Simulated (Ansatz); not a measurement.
**G0W0 on several functionals: SnO2 (Cassiterite)**

How much of the starting functional survives in the G0W0 gap of SnO2 (Cassiterite)?

Program: Ansatz 0.2.0. Level of theory: G0W0 on several functionals, plane waves, PAW. Results are calculated unless marked as measured.

In doubt: masses and optical values from hybrid runs of this build are listed as unsure (step 4), which bears on the screening that GW takes from such a start.

**1. The structure**

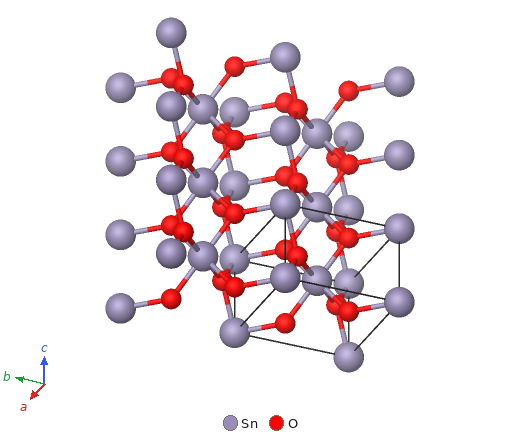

The cell as given, from a free direction (tin purple, oxygen red). 1×2×3 cells are drawn. Some periodic images of atoms are drawn too.

The cell and positions come from the Crystallography Open Database and are kept as given unless a step says otherwise. The default PAW set here is soft_1. Its files were made with PBE; for other functionals the partial waves and projectors stay those of PBE.

**2. G0W0 on LDA**

G0W0 replaces the xc potential by the self-energy, built once from these orbitals. Only a window of levels is corrected, while the sums run over the empty bands that the input names.

This step: G0W0 on LDA, plane waves, PAW.

input.yaml reads:

```yaml
crystal:
  lattice:
    - [4.738, 0.0, 0.0]
    - [0.0, 4.738, 0.0]
    - [0.0, 0.0, 3.1865]
  atoms:
    - { symbol: Sn, position: [0.0, 0.0, 0.0] }
    - { symbol: Sn, position: [0.5, 0.5, 0.5] }
    - { symbol: O, position: [0.3071, 0.3071, 0.0] }
    - { symbol: O, position: [0.1929, 0.8071, 0.5] }
    - { symbol: O, position: [0.6929, 0.6929, 0.0] }
    - { symbol: O, position: [0.8071, 0.1929, 0.5] }
kpoints:
  mp_grid: { grid: [4, 4, 6] }
hamiltonian:
  xc: lda
  pseudopotentials: { kind: paw, azcp: { folder: "./paw" } }
scf:
  occupations: { method: fixed }
gw:
  n_empty_bands: 566
  ecut_chi: 230.0
  qp_bands: [v2, c2]
  qp_kpoints: band_edges
  screening: { model: contour_deformation }
```

Launch:

```console
$ ansatz run input.yaml --threads 3 --pin off --max-ram 92160MiB --backend cuda --events-out ev --progress --plain --runs-dir out --devices 1 --max-vram 13GiB
```

Numbers of over 12 decimals in the logs are rounded to 6 here.

The log of the run:

```text
Warning: <dir> the record states the generating functional pbe (its physics header spells it `PBE`), which answers neither for hamiltonian.xc's functional nor for the lda family's — results may be inconsistent (PPs are generated against a specific XC)
Warning: <dir> the record states the generating functional pbe (its physics header spells it `PBE`), which answers neither for hamiltonian.xc's functional nor for the lda family's — results may be inconsistent (PPs are generated against a specific XC)
GPUs: using 1 of 1 available (devices: 1).
Engine: ansatz 0.2.0, x86_64-unknown-linux-gnu
Pseudopotentials: kind: paw
Pseudopotential: Sn, paw, valence charge 14, recommended cutoff 420 eV (normal), <dir>
Pseudopotential: O, paw, valence charge 6, recommended cutoff 420 eV (normal), <dir>
Functional definition: SPW92
  exchange = slater_x
  correlation = pw_c
device memory: the entry about to start is reckoned to put 0.9 GiB on a device that reports 47.5 GiB free (of which the cap on the GPU budget leaves the run 13.0 GiB)
GPU FFT provider: cuFFT
GPU libraries: cuBLAS 13.8.2, cuFFT 12.4.0, cuSOLVER 12.3.4
Crystal: 6 atoms, lattice volume = 71.533 Å³
Basis set: ecut = 420 eV, 1411 PW (Γ)
Bands: 32, of which v1, the nominal top of the filled ones, is band 26 counted from 1 (25 counted from 0)
Symmetry: 16 space group operations
Space group: P42/mnm (ITA 136), of the structure as read, at distance tolerance 4.2e-5 Å
k-points: 24 of 96
Non-local potential: Sn, projectors of the file, l = 0: 2, l = 1: 2, l = 2: 2, l = 3: 1
Non-local potential: O, projectors of the file, l = 0: 2, l = 1: 2, l = 2: 1
PAW form: soft (Blöchl's): semilocal exchange-correlation on the pseudo side does not see the compensation charge
PAW frozen core: Sn, regenerated for the run's functional, and the local potential with it (the file was generated under x = pbe(κ = 0.804, μ = 0.219515), c = pbe(β = 0.066725))
PAW frozen core: O, regenerated for the run's functional, and the local potential with it (the file was generated under x = pbe(κ = 0.804, μ = 0.219515), c = pbe(β = 0.066725))
PAW one-centre angular grid: Sn, 590 points (default); XC on 64 Gauss nodes
PAW one-centre angular grid: O, 110 points (default); XC on 64 Gauss nodes
Initial density: superposition of atomic densities (chi_scale 0.1, normalization cell, long waves kept (reshape's long-wave potential 0.00 eV rms))
Initial wavefunctions: pseudopotential atomic-orbital guess
GPU buffer pool allocated for 24576 grid points (all kernels)
GPU transforms: local potential and band sums: pruned to the plane-wave sphere, on 32×32×24
Functional: x = slater, c = lda
SCF iter   1: F=—  HF=-13981.254502 eV  |F-HF|=—  |Δ(HF+E_count)|=         —  Δρ=6.92e-2  dr2=2.59e0  ethr=3.10e-3  ⟨swp⟩=4.0  Hψ=2980  notcnv=0  defer=94
preconditioner: auto → Resta (q_TF=auto, 2.587 Å⁻¹)  ε∞=3.5  [insulator: Δε(μ)=1.575 eV  Ē_g=19.954 eV  n_scr=18 (ndim 8)  ℏωp=31.7 eV  f_vac=0.000  ε∞_Penn≈3.5]
SCF iter   2: F=—  HF=-13980.660503 eV  |F-HF|=—  |Δ(HF+E_count)|=   5.94e-1  Δρ=3.40e-2  dr2=4.35e-1  ethr=3.10e-3  ⟨swp⟩=2.9  Hψ=1583  notcnv=0  defer=94
SCF iter   3: F=—  HF=-13980.553346 eV  |F-HF|=—  |Δ(HF+E_count)|=   1.07e-1  Δρ=1.04e-2  dr2=7.06e-2  ethr=8.37e-4  ⟨swp⟩=3.0  Hψ=1323  notcnv=0  defer=96
SCF iter   4: F=—  HF=-13980.535733 eV  |F-HF|=—  |Δ(HF+E_count)|=   1.76e-2  Δρ=1.90e-3  dr2=1.84e-3  ethr=1.36e-4  ⟨swp⟩=2.0  Hψ=1027  notcnv=0  defer=96
SCF iter   5: F=—  HF=-13980.536006 eV  |F-HF|=—  |Δ(HF+E_count)|=   2.73e-4  Δρ=5.75e-4  dr2=1.68e-4  ethr=3.54e-6  ⟨swp⟩=2.6  Hψ=1161  notcnv=0  defer=96
SCF iter   6: F=—  HF=-13980.536036 eV  |F-HF|=—  |Δ(HF+E_count)|=   3.04e-5  Δρ=7.05e-5  dr2=2.60e-6  ethr=3.23e-7  ⟨swp⟩=2.5  Hψ=1131  notcnv=0  defer=79
SCF iter   7: F=-13980.536036 eV  HF=-13980.536036 eV  |F-HF|=3.32e-9  |Δ(HF+E_count)|=   2.05e-7  Δρ=8.90e-6  dr2=6.65e-8  ethr=1.92e-10  ⟨swp⟩=8.3  Hψ=3650  notcnv=0
SCF 1 converged in 7 iterations: F = -13980.536036 eV  dr2 = 6.65e-8
  greatest PAW one-centre occupation: 0.997 electrons in one spin orbital (limit 2), on the Sn atom at site 1 (counted from 0), in its partial waves of l = 2
device memory: the entry about to start is reckoned to put 1.0 GiB (of the 1.0 GiB reckoned in all, the device holds 0.1 GiB already) on a device that reports 47.1 GiB free (of which the cap on the GPU budget leaves the run 12.9 GiB)
NSCF: frozen V_eff on 24 k-points, pencils in batches of 32, up to order 128
the band table was solved once the SCF had ended and its energy, with any forces and stress, was formed, with the checks that follow a solve (3131 applications of the Hamiltonian). They found nothing against the state; the energy, forces and stress were not computed again (output.eigenvalues in the input reference)
device memory: the entry about to start is reckoned to put 4.5 GiB on a device that reports 46.7 GiB free (of which the cap on the GPU budget leaves the run 13.0 GiB)
NSCF: frozen V_eff on 24 k-points
G₀W₀ screening: q 1/24
[... further progress lines ...]
SCF converged after 7 iterations
Free energy (F): -13980.536036 eV
Harris-Foulkes:  -13980.536036 eV  (|F-HF|=3.32e-9)
Internal energy: -13980.536036 eV  (E = F + TS)
E sigma→0 (E₀):  -13980.536036 eV
Fermi energy:    9.195688 eV
--- Per-component energies (eV) ---
  E_band       = -129.292865
  E_kinetic    = 1016.744508
  E_local      = -3173.225419  (includes V_loc(G=0)·N_el)
  E_nonlocal   = 518.386963
  E_hartree    = 1436.797779
  E_xc         = -529.892483
  E_vxc        = -523.022150  (∫ρ·V_xc dr)
  E_paw        = -9067.737075  (= ΣΔE_a)
  E_vpaw       = -841.772157  (= ΣTr[D̂ρ^β])
  E_aug_tail   = 0.004001  (compensation charges beyond the density's cutoff)
  E_ewald      = -4182.851779
  E_core_change = 1.237468  (= ΣΔE_core)
  E_smearing   = -0.000000  (= −TS)
  E_closure    = -0.000000  (closes the sum)
  Σ components = -13980.536036   (vs F -13980.536036, Δ=0.00e0)
--- Band table (eV; the first three rows and the last of 24) ---
  k-point 0: bands = [... 22 lower, 7.9417, 8.3984, 8.3984, 9.1957, 10.3352, 15.1099, 15.3133, 15.3133, ... 2 higher]
  k-point 1: bands = [... 22 lower, 7.0014, 8.4215, 8.4215, 8.9595, 11.8325, 15.6187, 16.4020, 16.4020, ... 2 higher]
  k-point 2: bands = [... 22 lower, 6.7278, 8.1876, 8.1876, 8.3252, 13.8573, 15.9276, 17.7698, 18.3727, ... 2 higher]
  k-point 23: bands = [... 22 lower, 8.2012, 8.2012, 8.3526, 8.3526, 13.9137, 13.9137, 17.8003, 17.8003, ... 2 higher]
--- G₀W₀: contour deformation, 7 samples at zero and on the imaginary axis and 2 off it, 96 q-points, 566 empty bands' worth ---
  eigenvalues of the whole cell's RPA ε∞ on this k-mesh (on a slab, of 1 + 4πα/V) = 4.5103, 4.5103, 4.7072; static W/v taken at q = 0 is 0.218572
  bands read: the sum over 592 bands ends inside a degenerate multiplet in 1 slot, whose members it reads at an even weight; the widest, k=2: bands 592 to 593 (counted from 1) at 1/2 each
  gw.qp_kpoints: band_edges: 11 of 24 stored k-points solved, in 1 pass; an edge of the gap read off the rows below is read off those points alone
    valence top: of the k-points left out ik 14 came nearest to being solved in a further pass, in band 26 (counted from 1, as in the quasiparticle table): it holds the edge there only if its correction is more favourable than any solved in that band by at least 0.596 eV; those differ by 0.219 eV
    conduction bottom: of the k-points left out ik 16 came nearest to being solved in a further pass, in band 27 (counted from 1, as in the quasiparticle table): it holds the edge there only if its correction is more favourable than any solved in that band by at least 3.330 eV; those differ by 0.570 eV
    ik  band        ε_KS         Σx   Σc(E_QP)       V_xc       Z   E_QP_lin       E_QP  E_QP is
     0    25      8.3984   -26.3503     4.6257   -20.8793  0.7452     7.5383     7.5532  root
     0    26      9.1957   -27.0914     4.9515   -21.2247  0.7463     8.2631     8.2804  root
     0    27     10.3352   -14.7429    -3.6415   -19.1677  0.8178    11.1249    11.1185  root
     0    28     15.1099   -12.2402    -4.9807   -18.4118  0.8000    16.3270    16.3009  root
     1    25      8.4215   -26.5393     4.6290   -21.0557  0.7459     7.5517     7.5670  root
     1    26      8.9595   -26.7655     4.9863   -20.8422  0.7451     8.0033     8.0224  root
     1    27     11.8325   -15.8740    -3.5596   -20.3218  0.8018    12.7305    12.7206  root
     1    28     15.6187   -13.2454    -5.1761   -19.7162  0.7859    16.9459    16.9134  root
     3    25      7.9197   -26.1905     5.1403   -20.0526  0.7380     6.8957     6.9221  root
     3    26      7.9197   -26.1905     5.1403   -20.0526  0.7380     6.8957     6.9221  root
     3    27     15.2151   -14.8380    -5.0564   -21.2447  0.7814    16.5981    16.5655  root
     3    28     15.2151   -14.8380    -5.0564   -21.2447  0.7814    16.5981    16.5655  root
     4    25      8.4382   -26.4412     4.6509   -20.9352  0.7455     7.5677     7.5831  root
     4    26      8.8997   -26.5895     4.8941   -20.7710  0.7459     7.9567     7.9751  root
     4    27     11.6322   -15.8830    -3.4090   -20.1247  0.8034    12.4731    12.4648  root
     4    28     14.6915   -13.1433    -4.7314   -19.0017  0.7960    15.8530    15.8184  root
     5    25      8.3916   -26.4962     4.6757   -20.9506  0.7454     7.5056     7.5217  root
     5    26      8.8213   -26.6634     4.9321   -20.8015  0.7449     7.8727     7.8915  root
     5    27     12.5571   -15.6883    -3.8240   -20.4831  0.7984    13.5419    13.5280  root
     5    28     15.2720   -14.0019    -4.9947   -20.2538  0.7833    16.5596    16.5292  root
     8    25      8.5435   -26.4628     4.7360   -20.8372  0.7457     7.6369     7.6539  root
     8    26      8.5435   -26.4628     4.7360   -20.8372  0.7457     7.6369     7.6539  root
     8    27     13.4815   -15.0622    -4.1680   -20.2751  0.7939    14.5479    14.5263  root
     8    28     13.4815   -15.0622    -4.1680   -20.2751  0.7939    14.5479    14.5263  root
[...]
17    25      8.4823   -26.5887     4.8115   -20.8664  0.7447     7.5533     7.5716  root
    17    26      8.4823   -26.5887     4.8115   -20.8664  0.7447     7.5533     7.5716  root
    17    27     14.0848   -14.9404    -4.5348   -20.6366  0.7909    15.2713    15.2461  root
    17    28     14.0848   -14.9404    -4.5348   -20.6366  0.7909    15.2713    15.2461  root
    23    25      8.3526   -26.5332     5.1457   -20.4104  0.7401     7.3525     7.3755  root
    23    26      8.3526   -26.5332     5.1457   -20.4104  0.7401     7.3525     7.3755  root
    23    27     13.9137   -13.4744    -4.6037   -19.2489  0.8063    15.1053    15.0846  root
    23    28     13.9137   -13.4744    -4.6037   -19.2489  0.8063    15.1053    15.0846  root
```

The job ended after 58 s (1 × NVIDIA H100 80GB HBM3 (shared by 6 runs) with 3 threads of AMD EPYC 7R13 (Zen 3), shared host; peak memory 2.8 GiB; 66 s of CPU time).

This step gave:

| Quantity | Value |
| --- | --- |
| bands summed | 592 |
| RPA ε∞ on this mesh (eigenvalues) | 4.510, 4.510, 4.707 |
| plane waves in the screening matrix | 563 |
| q-points in the mesh | 96 |
| G0W0 gap on the mesh | 2.838 eV |
| k of the valence top | 0, 0, 0 |
| k of the conduction bottom | 0, 0, 0 |
| starting gap on the mesh | 1.139 eV |
| Z at the valence top | 0.7463 |
| Z at the conduction bottom | 0.8178 |
| least direct G0W0 gap on the computed points | 2.838 eV |

The gap on the mesh goes from 1.14 eV to 2.84 eV, a correction of +1.70 eV. Between the two edge states, bare exchange in place of the xc potential would open the gap by 10.29 eV, and correlation takes back 8.59 eV.

**3. G0W0 on PBE**

The same correction from a different start measures what one shot leaves open.

This step: G0W0 on PBE, plane waves, PAW.

Changes to input.yaml since step 2:

```diff
@@ -15,3 +15,3 @@
 hamiltonian:
-  xc: lda
+  xc: pbe
   pseudopotentials: { kind: paw, azcp: { folder: "./paw" } }
```

The log of the run:

```text
GPUs: using 1 of 1 available (devices: 1).
[...]
GPU FFT provider: cuFFT
GPU libraries: cuBLAS 13.8.2, cuFFT 12.4.0, cuSOLVER 12.3.4
Crystal: 6 atoms, lattice volume = 71.533 Å³
Basis set: ecut = 420 eV, 1411 PW (Γ)
Bands: 32, of which v1, the nominal top of the filled ones, is band 26 counted from 1 (25 counted from 0)
Symmetry: 16 space group operations
[...]
k-points: 24 of 96
[...]
GPU buffer pool allocated for 24576 grid points (all kernels)
[...]
SCF iter   1: F=—  HF=-14318.860415 eV  |F-HF|=—  |Δ(HF+E_count)|=         —  Δρ=8.12e-2  dr2=3.76e0  ethr=3.10e-3  ⟨swp⟩=4.0  Hψ=2975  notcnv=0  defer=94
[...]
SCF iter   8: F=-14318.020851 eV  HF=-14318.020851 eV  |F-HF|=5.46e-9  |Δ(HF+E_count)|=   1.71e-7  Δρ=2.37e-6  dr2=4.32e-9  ethr=1.92e-10  ⟨swp⟩=8.6  Hψ=2942  notcnv=0
SCF 1 converged in 8 iterations: F = -14318.020851 eV  dr2 = 4.32e-9
[...]
NSCF: frozen V_eff on 24 k-points, pencils in batches of 32, up to order 128
[...]
NSCF: frozen V_eff on 24 k-points
G₀W₀ screening: q 1/24
[... further progress lines ...]
SCF converged after 8 iterations
Free energy (F): -14318.020851 eV
[...]
Internal energy: -14318.020851 eV  (E = F + TS)
E sigma→0 (E₀):  -14318.020851 eV
Fermi energy:    9.564227 eV
[...]
--- Band table (eV; the first three rows and the last of 24) ---
  k-point 0: bands = [... 22 lower, 8.3462, 8.7929, 8.7929, 9.5642, 10.8474, 15.7377, 15.9423, 15.9423, ... 2 higher]
  k-point 1: bands = [... 22 lower, 7.4291, 8.8137, 8.8137, 9.3352, 12.3386, 16.2369, 17.0251, 17.0251, ... 2 higher]
  k-point 2: bands = [... 22 lower, 7.1628, 8.5789, 8.5789, 8.7194, 14.3988, 16.5366, 18.4504, 19.0090, ... 2 higher]
  k-point 23: bands = [... 22 lower, 8.5971, 8.5971, 8.7330, 8.7330, 14.5098, 14.5098, 18.4665, 18.4665, ... 2 higher]
[...]
0    25      8.7929   -26.4501     4.6773   -20.7676  0.7487     7.7670     7.7876  root
     0    26      9.5642   -27.1844     4.9936   -21.1429  0.7496     8.4942     8.5163  root
     0    27     10.8474   -14.4764    -3.5998   -18.5892  0.8217    11.3626    11.3605  root
     0    28     15.7377   -12.1579    -4.8625   -17.8578  0.8029    16.5868    16.5751  root
     1    25      8.8137   -26.6314     4.6779   -20.9412  0.7494     7.7805     7.8015  root
     1    26      9.3352   -26.8711     5.0310   -20.7608  0.7483     8.2311     8.2559  root
     1    27     12.3386   -15.6593    -3.5043   -19.8199  0.8060    12.9990    12.9948  root
     1    28     16.2369   -13.1489    -5.0516   -19.1791  0.7895    17.2337    17.2155  root
[...]
23    25      8.7330   -26.6295     5.1911   -20.3070  0.7435     7.5713     7.6016  root
    23    26      8.7330   -26.6295     5.1911   -20.3070  0.7435     7.5713     7.6016  root
    23    27     14.5098   -13.3359    -4.5094   -18.6936  0.8099    15.3674    15.3581  root
    23    28     14.5098   -13.3359    -4.5094   -18.6936  0.8099    15.3674    15.3581  root
```

Run time: 48 s. Hardware: 1 × NVIDIA H100 80GB HBM3 (shared by 6 runs) with 3 threads; peak memory 2.8 GiB.

This step gave:

| Property | Result |
| --- | --- |
| bands summed | 592 |
| RPA ε∞ on this mesh (eigenvalues) | 4.312, 4.312, 4.538 |
| plane waves in the screening matrix | 563 |
| q-points in the mesh | 96 |
| G0W0 gap on the mesh | 2.844 eV |
| k of the valence top | 0, 0, 0 |
| k of the conduction bottom | 0, 0, 0 |
| starting gap on the mesh | 1.283 eV |
| Z at the valence top | 0.7496 |
| Z at the conduction bottom | 0.8217 |
| least direct G0W0 gap on the computed points | 2.844 eV |

Against the run with 4×4×6 mesh, 566 empty bands, screening to 230 eV on LDA, the gap moves by +0.006 eV, while the start moved by +0.14 eV.

**4. G0W0 on HSE06**

This step: G0W0 on HSE06, plane waves, PAW.

Changes to input.yaml since step 3:

```diff
@@ -15,3 +15,3 @@
 hamiltonian:
-  xc: pbe
+  xc: hse06
   pseudopotentials: { kind: paw, azcp: { folder: "./paw" } }
```

The log of the run:

```text
GPUs: using 1 of 1 available (devices: 1).
[...]
davidson cushion auto → on  (no smearing: the cushion is to keep the highest requested band from converging to the state above it; pin scf.eigensolver.cushion to override)
[...]
GPU FFT provider: cuFFT
GPU libraries: cuBLAS 13.8.2, cuFFT 12.4.0, cuSOLVER 12.3.4
Crystal: 6 atoms, lattice volume = 71.533 Å³
Basis set: ecut = 420 eV, 1411 PW (Γ)
[...]
1    27     12.7596   -14.6895    -3.6191   -18.8529  0.8411    13.3053    13.3039  root
     1    28     17.0205   -12.3736    -4.7003   -17.6741  0.8298    17.6237    17.6208  root
[...]
23    25      7.3173   -26.6351     4.5399   -21.7409  0.7848     6.9617     6.9630  root
    23    26      7.3173   -26.6351     4.5399   -21.7409  0.7848     6.9617     6.9630  root
    23    27     15.1390   -12.6700    -4.3422   -17.5876  0.8437    15.7163    15.7144  root
    23    28     15.1390   -12.6700    -4.3422   -17.5876  0.8437    15.7163    15.7144  root
[key lines of the parts left out:]
Free energy (F): -14325.702758 eV
Fermi energy:    8.220858 eV
```

Elapsed: 2 min, on 1 × NVIDIA H100 80GB HBM3 (shared by 6 runs) with 3 threads; peak memory 3.1 GiB.

This step gave:

| Quantity | Value |
| --- | --- |
| bands summed | 592 |
| RPA ε∞ on this mesh (eigenvalues) | 3.319, 3.319, 3.624 |
| plane waves in the screening matrix | 563 |
| G0W0 gap on the mesh | 3.754 eV |
| k of the valence top | 0, 0, 0 |
| k of the conduction bottom | 0, 0, 0 |
| starting gap on the mesh | 3.039 eV |
| least direct G0W0 gap on the computed points | 3.754 eV |

Against the run with 4×4×6 mesh, 566 empty bands, screening to 230 eV on PBE, the gap moves by +0.91 eV, while the start moved by +1.76 eV.

**5. The starts together**

All on the 4×4×6 mesh with 566 empty bands and screening to 230 eV. Times are wall times on 1 × NVIDIA H100 80GB HBM3 (shared by 6 runs) with 3 threads of AMD EPYC 7R13 (Zen 3), shared host, good to a factor of about two.

| start | starting gap (eV) | shift (eV) | G0W0 gap (eV) | RPA ε∞ (harmonic mean) | Z (valence, conduction) | time |
| --- | --- | --- | --- | --- | --- | --- |
| LDA | 1.14 | +1.70 | 2.84 | 4.57 | 0.75, 0.82 | 58 s |
| PBE | 1.28 | +1.56 | 2.84 | 4.38 | 0.75, 0.82 | 48 s |
| HSE06 | 3.04 | +0.72 | 3.75 | 3.41 | 0.79, 0.85 | 2 min |

How the two edges are built up, in eV (the quasiparticle level is the starting level plus Σx plus Σc less Vxc):

| run | edge | start | Σx | Σc | Vxc | Z | QP |
| --- | --- | --- | --- | --- | --- | --- | --- |
| LDA | valence top | 9.20 | -27.09 | 4.95 | -21.22 | 0.75 | 8.28 |
| LDA | conduction bottom | 10.34 | -14.74 | -3.64 | -19.17 | 0.82 | 11.12 |
| PBE | valence top | 9.56 | -27.18 | 4.99 | -21.14 | 0.75 | 8.52 |
| PBE | conduction bottom | 10.85 | -14.48 | -3.60 | -18.59 | 0.82 | 11.36 |
| HSE06 | valence top | 8.22 | -27.19 | 4.41 | -22.49 | 0.79 | 7.93 |
| HSE06 | conduction bottom | 11.26 | -13.66 | -3.68 | -17.76 | 0.85 | 11.68 |

For a hybrid start, Vxc holds its share of exact exchange.

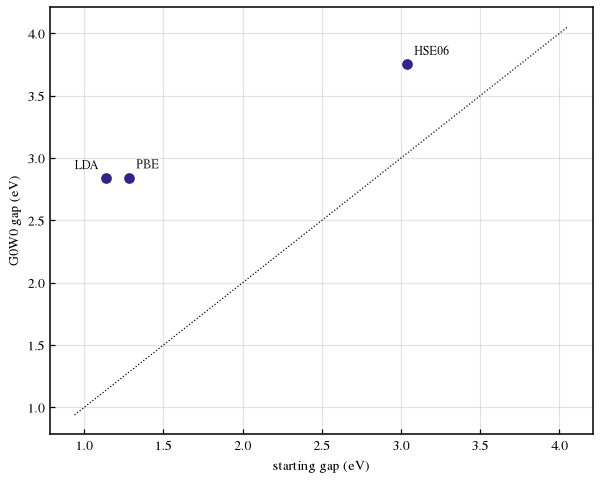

G0W0 gap against starting gap; on the dotted line the correction would vanish.

**6. What came out**

```yaml
g0w0_lda: 2.84 eV (start 1.14 eV)
g0w0_pbe: 2.84 eV (start 1.28 eV)
g0w0_hse06: 3.75 eV (start 3.04 eV)
known_limits: not at the basis limit; no spin-orbit coupling
```

The starting gaps span 1.90 eV and the G0W0 gaps 0.92 eV. Between LDA and HSE06, 0.92 eV of the 1.90 eV survives, 48 %. HSE06 screens less than LDA (ε∞ 3.41 against 4.57). Of the 0.92 eV by which its G0W0 gap is higher, the correlation part gives +0.51 eV, and exchange with the one-particle terms, which follow the orbitals, +0.41 eV. The smallest correction, +0.72 eV, is on HSE06, the start nearest to reproducing itself. Bands and cutoff are finite, so the gap is not at the basis limit. The miss can reach some tenths of an eV and take either sign; the mesh is an error of its own. The many-body steps are scalar-relativistic: spin-orbit coupling is not in them.

[Paths, hosts, dates, memory and timing lines, banners, echoed tables and standing remarks are left out of the program output.]

[Logs are printed without paths, hosts, clocks, repeated set-up lines and the standing remarks that a program may print on its own settings, such as how far it seeks lower states.]

[Runs of the session that timed out or met a known fault of the program may be left out.]

[Cells called generated may have been cut or substituted from an entry of the Crystallography Open Database or the Materials Project.]

[Hosts, paths, dates, database ids (printed as entryN), source tags and the programs' standing remarks are cut or masked in the printed files.]
